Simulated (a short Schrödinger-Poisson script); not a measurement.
Structure: MOS inversion layer, SiO2 on p-type Ge(100), at 300 K.

```tsv
layer	material	thickness (nm)	Na (cm⁻³)
1	SiO2	2.3	-
2	Ge	530	6.1e17
```

Constants are typed, rounded textbook-type inputs, not results; the design itself was drawn at random and stands for no fabricated device. SiO2: permittivity 3.9, conduction-band edge (eV) 3.1, gap (eV) 9, electron mass (mₑ) 0.5. Ge: permittivity 16, conduction-band edge (eV) 0, gap (eV) 0.664, Nv at 300 K (cm⁻³) 6e18.

Channel valleys (confinement mass, in-plane density-of-states mass, number): L4 0.12, 0.295, 4. At the gate the conduction-band edge of layer 1 lies 3.1 eV − eVg above the Fermi level of the channel; the field vanishes at the back. Gaps are held at their typed values at every temperature. Mesh 0.03 nm at interfaces.

Solved with a short Schrödinger-Poisson script written for these runs: 1D Poisson equation in equilibrium, electrons quantum, Hartree (BenDaniel-Duke, 12 states a valley, the channel's in-plane mass for all, wave functions ending at the dielectric), parabolic valleys, classical holes, full ionisation, no traps, pinning or gate leakage.

Only gate voltages with over 1e8 electrons/cm² are shown.

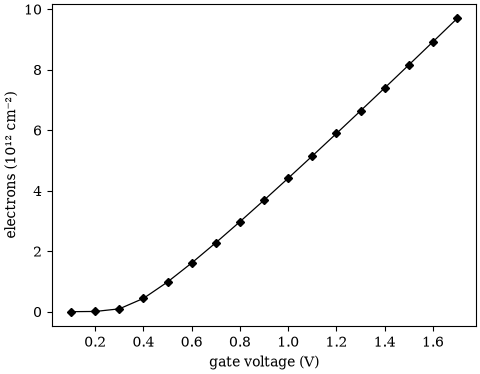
Fig. 1. Sheet density against gate voltage

| Vg (V) | electrons (cm⁻²) | C (μF/cm²) | L4 E0 (meV) | L4 E1 (meV) |
|---|---|---|---|---|
| 0.1 | 4.87e8 | 0.314 | 263.8 | 352.9 |
| 0.3 | 9.37e10 | 0.516 | 127.4 | 228.7 |
| 0.5 | 9.83e11 | 0.995 | 65.6 | 175.5 |
| 0.7 | 2.28e12 | 1.11 | 42.5 | 159.3 |
| 0.9 | 3.69e12 | 1.16 | 28.5 | 151.6 |
| 1.1 | 5.15e12 | 1.19 | 18.3 | 147.3 |
| 1.3 | 6.64e12 | 1.21 | 10.1 | 144.5 |
| 1.5 | 8.16e12 | 1.22 | 3.0 | 142.6 |
| 1.7 | 9.69e12 | 1.23 | -3.2 | 141.3 |

Subbands count from the Fermi level.

Only the L valleys are kept; under strong confinement the Δ valleys of Ge fill too.
